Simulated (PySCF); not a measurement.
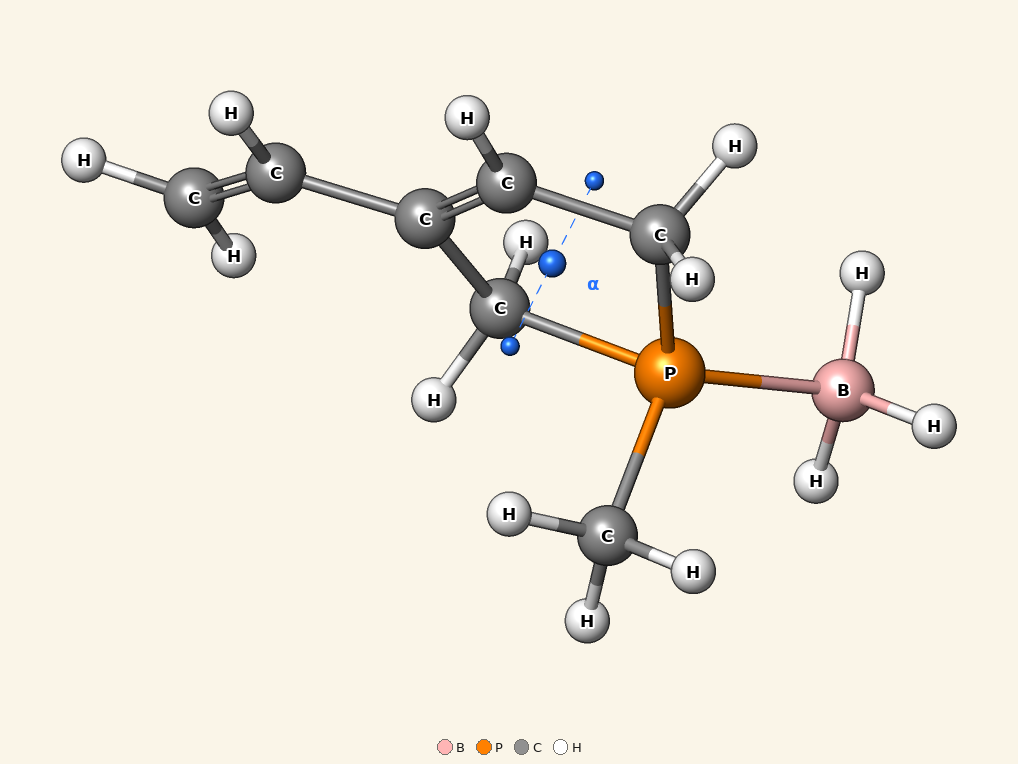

The small points mark where nucleus-independent chemical shifts (NICS) were computed: at the centre of each lettered ring and 1 Å above and below it. Computed geometry: GFN2-xTB optimisation. No frequency run is at hand to confirm it as a minimum. Method: GIAO PBE0/pcSseg-1 NMR shielding, non-relativistic, gas phase (PySCF 2.14.0).

Give NICS(0), NICS(1) and the out-of-plane component NICS(1)zz for each ring (means of the two sides).

```csv
ring,members,NICS(0),NICS(1),NICS(1)zz
α,C4P,−3.0,−3.4,−2.3
```

Values in ppm.

**What do the values say about the ring currents?**

Ring α: weak, as in a non-aromatic ring. NICS is one index among several.

The geometry is semi-empirical. Around B, P such bond lengths and angles can be off by a tenth of an ångström or more and by several degrees, and values that hang on the shape move with them.
